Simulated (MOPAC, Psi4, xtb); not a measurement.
Approach curve of the dimer HF ··· BF3 (SMILES F and FB(F)F). Monomers: optimised at B3LYP-D3(BJ) (def2-TZVP), held rigid. Orientation: a random orientation, not optimised. Only R, the distance of the centres of mass, is varied, so the lowest point isn't the relaxed dimer.

Geometry at R = 4.20 Å (first 2 atoms: monomer A):
```
6

F      0.4622     0.0000     0.0000
H     -0.4622     0.0000     0.0000
F     -3.1001    -4.0076     0.5960
B     -2.7066    -2.7527     0.5538
F     -3.5523    -1.7884     0.8458
F     -1.4689    -2.4615     0.2157
```

AM1, restricted, heats of formation (MOPAC); HF/aug-cc-pVDZ, counterpoise-corrected (Psi4); SAPT0/jun-cc-pVDZ, frozen core (Psi4); GFN1-xTB (xtb); PM7, restricted, heats of formation (MOPAC).

Interaction energies in kcal/mol (negative: bound); R is the distance of the centres of mass, d the H2···F6 distance.

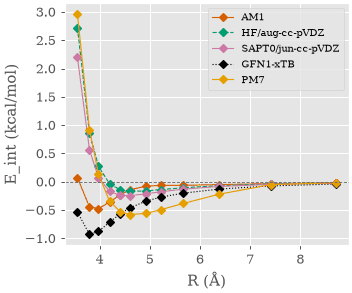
Figure: Interaction energy against separation.

```json
[
 {"R / Å": "3.56", "d / Å": "2.11", "AM1": "0.07", "HF/aug-cc-pVDZ": "2.72", "SAPT0/jun-cc-pVDZ": "2.20", "GFN1-xTB": "-0.54", "PM7": "2.96"},
 {"R / Å": "3.80", "d / Å": "2.32", "AM1": "-0.45", "HF/aug-cc-pVDZ": "0.86", "SAPT0/jun-cc-pVDZ": "0.56", "GFN1-xTB": "-0.93", "PM7": "0.92"},
 {"R / Å": "3.98", "d / Å": "2.47", "AM1": "-0.47", "HF/aug-cc-pVDZ": "0.27", "SAPT0/jun-cc-pVDZ": "0.07", "GFN1-xTB": "-0.88", "PM7": "0.13"},
 {"R / Å": "4.20", "d / Å": "2.67", "AM1": "-0.36", "HF/aug-cc-pVDZ": "-0.04", "SAPT0/jun-cc-pVDZ": "-0.17", "GFN1-xTB": "-0.72", "PM7": "-0.34"},
 {"R / Å": "4.41", "d / Å": "2.86", "AM1": "-0.23", "HF/aug-cc-pVDZ": "-0.14", "SAPT0/jun-cc-pVDZ": "-0.24", "GFN1-xTB": "-0.57", "PM7": "-0.53"},
 {"R / Å": "4.60", "d / Å": "3.03", "AM1": "-0.14", "HF/aug-cc-pVDZ": "-0.17", "SAPT0/jun-cc-pVDZ": "-0.25", "GFN1-xTB": "-0.46", "PM7": "-0.58"},
 {"R / Å": "4.93", "d / Å": "3.34", "AM1": "-0.08", "HF/aug-cc-pVDZ": "-0.16", "SAPT0/jun-cc-pVDZ": "-0.21", "GFN1-xTB": "-0.34", "PM7": "-0.56"},
 {"R / Å": "5.23", "d / Å": "3.62", "AM1": "-0.07", "HF/aug-cc-pVDZ": "-0.14", "SAPT0/jun-cc-pVDZ": "-0.18", "GFN1-xTB": "-0.27", "PM7": "-0.49"},
 {"R / Å": "5.67", "d / Å": "4.04", "AM1": "-0.06", "HF/aug-cc-pVDZ": "-0.11", "SAPT0/jun-cc-pVDZ": "-0.13", "GFN1-xTB": "-0.20", "PM7": "-0.38"},
 {"R / Å": "6.39", "d / Å": "4.73", "AM1": "-0.05", "HF/aug-cc-pVDZ": "-0.07", "SAPT0/jun-cc-pVDZ": "-0.08", "GFN1-xTB": "-0.13", "PM7": "-0.22"},
 {"R / Å": "7.42", "d / Å": "5.73", "AM1": "-0.03", "HF/aug-cc-pVDZ": "-0.04", "SAPT0/jun-cc-pVDZ": "-0.05", "GFN1-xTB": "-0.07", "PM7": "-0.05"},
 {"R / Å": "8.71", "d / Å": "7.00", "AM1": "-0.02", "HF/aug-cc-pVDZ": "-0.02", "SAPT0/jun-cc-pVDZ": "-0.03", "GFN1-xTB": "-0.04", "PM7": "-0.02"}
]
```

Lowest grid point: AM1 -0.47 kcal/mol at R = 3.98 Å; HF/aug-cc-pVDZ -0.17 kcal/mol at R = 4.60 Å; SAPT0/jun-cc-pVDZ -0.25 kcal/mol at R = 4.60 Å; GFN1-xTB -0.93 kcal/mol at R = 3.80 Å; PM7 -0.58 kcal/mol at R = 4.60 Å.
